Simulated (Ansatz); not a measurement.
```yaml
atoms:
  - { symbol: C, position_ang: [-0.5281, -2.2660, 0.2180] }
  - { symbol: Si, position_ang: [1.0996, -1.2084, 0.3044] }
  - { symbol: I, position_ang: [0.3559, 0.3127, 2.3782] }
  - { symbol: N, position_ang: [0.5355, 0.0308, -1.1352] }
  - { symbol: C, position_ang: [-0.4556, 0.8756, -1.3075] }
  - { symbol: N, position_ang: [-1.4207, 1.0949, -0.4122] }
  - { symbol: H, position_ang: [-0.5380, -2.9520, 1.0911] }
  - { symbol: H, position_ang: [-0.4783, -2.8991, -0.6960] }
  - { symbol: H, position_ang: [-1.4935, -1.7196, 0.2076] }
  - { symbol: H, position_ang: [1.2003, 0.0360, -1.9158] }
  - { symbol: H, position_ang: [-0.5217, 1.4568, -2.2484] }
  - { symbol: H, position_ang: [-2.0891, 1.8462, -0.5758] }
  - { symbol: H, position_ang: [-1.2672, 0.7724, 0.5685] }
```

Core potentials replace the inner electrons of I.

Computed with RKS PBE-D4/def2-SVP (Ansatz 0.2.0).

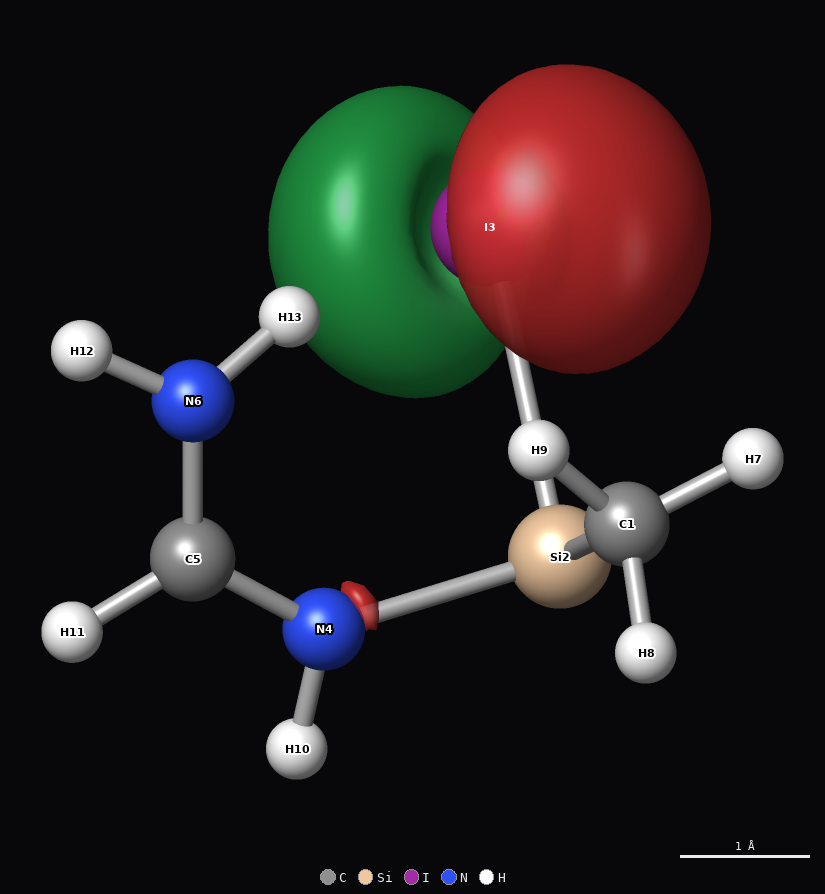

C2H7IN2Si. The HOMO−1 at ±0.15 Å⁻³ᐟ² (green and red are the two phases), seen at an oblique angle.

> What is the character of this orbital?

By Hirshfeld shares it lies mainly on I3 (about 90 %); largely a lone pair of I3. Its energy is −5.46 eV.
